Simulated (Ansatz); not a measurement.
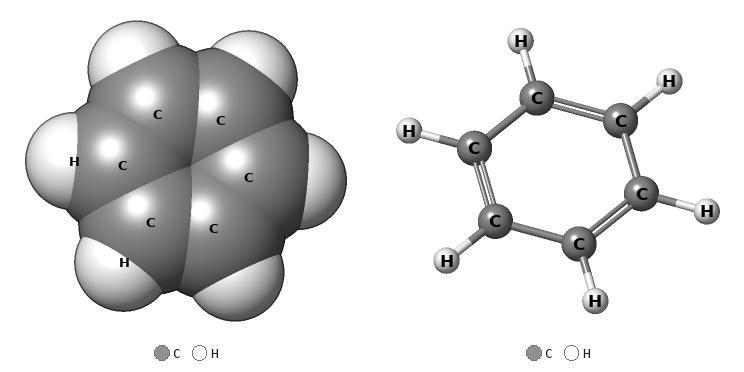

The same structure drawn twice, from different directions.

Computed geometry: PBE0-D4/def2-TZVP optimisation.

What does the picture show?

The molecule is C6H6. As SMILES it reads `c1ccccc1`. Independent rings (smallest set): 1 of 6 members, 1 of them aromatic. This geometry has D6h symmetry. All atoms lie on one plane. Coordination: 6 C trigonal planar.

More results for the same structure follow; atom numbers are the same in all pictures, views and colours differ.

Levels of theory compared

Program: Ansatz 0.2.0.

At this fixed geometry, give HOMO energy (eV) at these levels: B3LYP-D4/def2-TZVPP; CAM-B3LYP-D4/def2-TZVPP; PBE-D4/def2-TZVPP; PBE0-D4/def2-SVP; PBE0-D4/def2-TZVPP; ωB97M-V/def2-TZVPP.

| level | HOMO energy (eV) |
| --- | --- |
| B3LYP-D4/def2-TZVPP | −7.08 |
| CAM-B3LYP-D4/def2-TZVPP | −8.52 |
| PBE-D4/def2-TZVPP | −6.32 |
| PBE0-D4/def2-SVP | −7.28 |
| PBE0-D4/def2-TZVPP | −7.30 |
| ωB97M-V/def2-TZVPP | −9.40 |

Charges

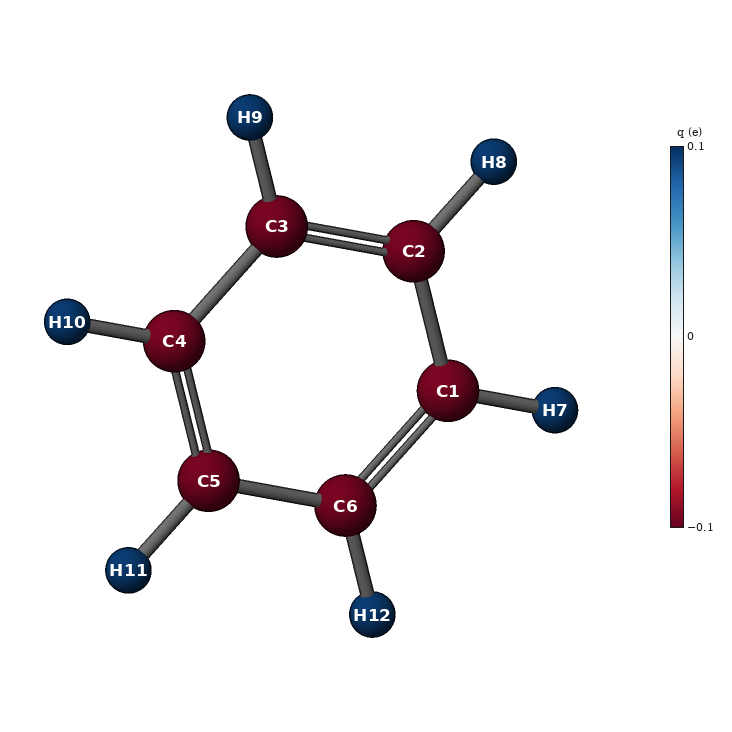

Atoms are coloured by their Mulliken charges. Level of theory: RKS r2SCAN-D4/def2-TZVPP (Ansatz 0.2.0).

Give the Mulliken charges atom by atom.

```
atom  value (e)
  C1      −0.10
  C2      −0.10
  C3      −0.10
  C4      −0.10
  C5      −0.10
  C6      −0.10
  H7       0.10
  H8       0.10
  H9       0.10
 H10       0.10
 H11       0.10
 H12       0.10
```

Thermal motion

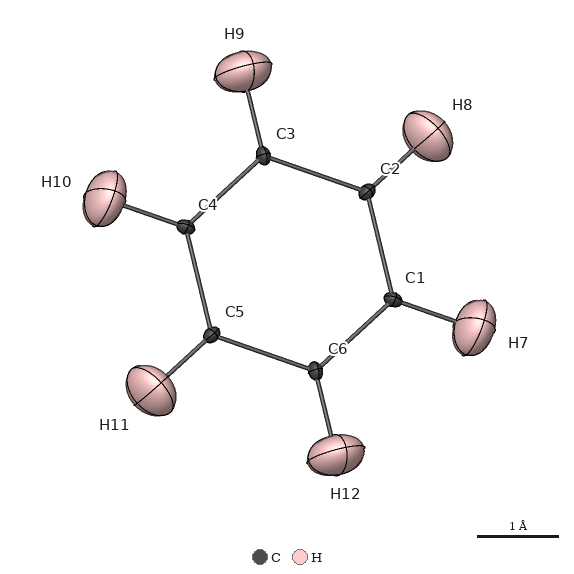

Displacement ellipsoids at the 50 % level, enlarged 2 times, from the internal vibrations of the free molecule (harmonic, no overall translation or rotation; no half-axis is drawn under 0.075 Å). Vibrations computed with RKS PBE0-D4/def2-TZVP (Ansatz 0.2.0). Temperature: 400 K.

Give the displacement parameters, one line for each set of equivalent atoms.

| atom | U_eq (Å²) | rms amplitudes (Å) |
| --- | --- | --- |
| C1, C2, C3, C4… | 0.0014 | 0.028, 0.038, 0.044 |
| H7, H8, H9, H10… | 0.0145 | 0.079, 0.116, 0.154 |

Mulliken values depend strongly on the basis set and can even reverse the polarity of a bond.
